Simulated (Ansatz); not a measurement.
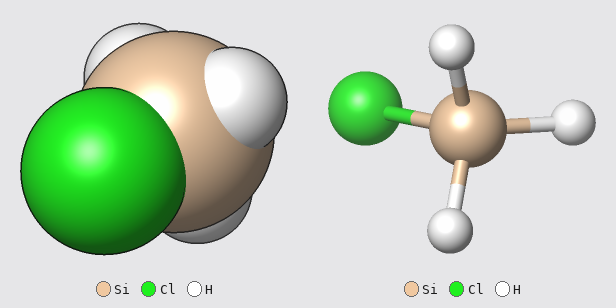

The same structure drawn twice, from different directions.

The computed structure is the end point of a PBE0-D4/def2-TZVP optimisation.

Which formula does it have?

Answer. ClH₃Si, 5 atoms: 1 chlorine, 3 hydrogen and 1 silicon.

Count the bonded pairs by element.

Answer. 3 Si–H, 1 Cl–Si. Sticks follow a distance rule.

Give the symmetry (Schoenflies symbol).

Answer. C3v.

How many sets of symmetry-equivalent atoms are there?

Answer. 3: 1 Si, 1 Cl, 3 H.

More results for the same structure follow; atom numbers are the same in all pictures, views and colours differ.

**Geometry**

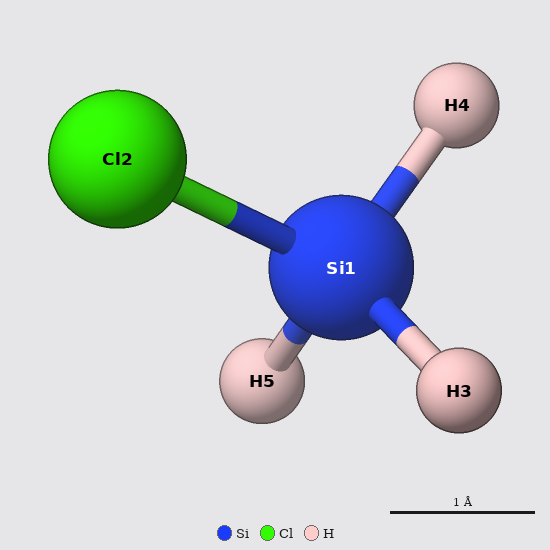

Numbered structure.

Which atoms are bonded, and how long are the bonds?

| bond | length (Å) |
| --- | --- |
| Si1–Cl2 | 2.053 |
| Si1–H3 | 1.481 |
| Si1–H4 | 1.481 |
| Si1–H5 | 1.481 |

**Vibrations**

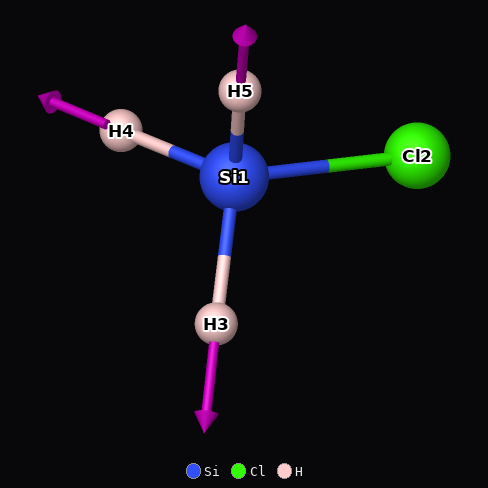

The arrows show one normal mode. Harmonic vibrations computed with RKS PBE0-D4/def2-TZVP (Ansatz 0.2.0) at a stationary point of the same level.

What kind of motion is it?

Answer. Mostly in-phase stretching of 3 Si–H bonds.

Estimate its harmonic wavenumber.

Answer. 2249 cm⁻¹; it is mode 7 of 9 counted from the lowest.

**Thermal motion**

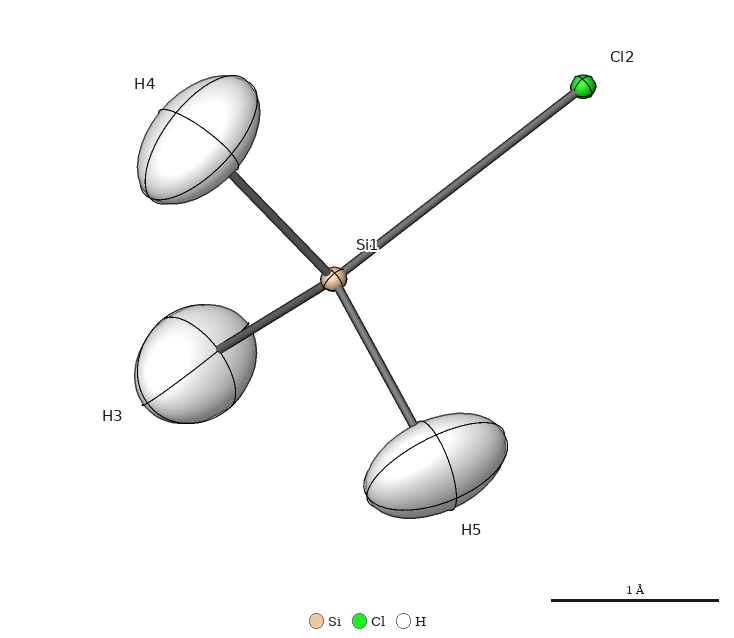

Displacement ellipsoids at the 50 % level, enlarged 2 times, from the internal vibrations of the free molecule (harmonic, no overall translation or rotation; no half-axis is drawn under 0.075 Å). Vibrations computed with RKS PBE0-D4/def2-TZVP (Ansatz 0.2.0). Temperature: 298 K.

Which atom has the largest mean-square displacement?

Answer. H3, H4, H5, with U_eq = 0.0138 Å².

Does H4 move more along its bond or across it?

Answer. Across it: the root-mean-square amplitude is 0.085 Å along the bond and up to 0.151 Å across, since bending and torsion are softer than stretching.

Give the displacement parameters, one line for each set of equivalent atoms.

```tsv
atom	U_eq (Å²)	rms amplitudes (Å)
Si1	0.00030	0.010, 0.011, 0.026
Cl2	0.00017	0.004, 0.004, 0.021
H3, H4, H5	0.0138	0.085, 0.107, 0.151
```

**Charges**

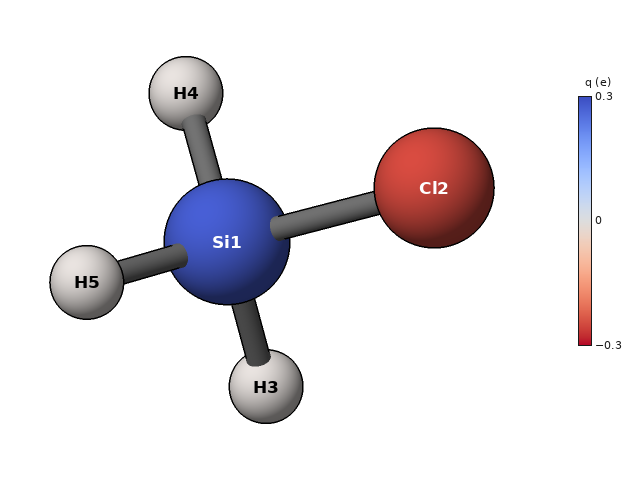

Atoms are coloured by their Mulliken charges. Level of theory: RKS PBE0-D4/def2-TZVP (Ansatz 0.2.0).

Give the Mulliken charges atom by atom.

| atom | value (e) |
| --- | --- |
| Si1 | 0.28 |
| Cl2 | −0.25 |
| H3 | −0.01 |
| H4 | −0.01 |
| H5 | −0.01 |

Mulliken values depend strongly on the basis set and can even reverse the polarity of a bond.
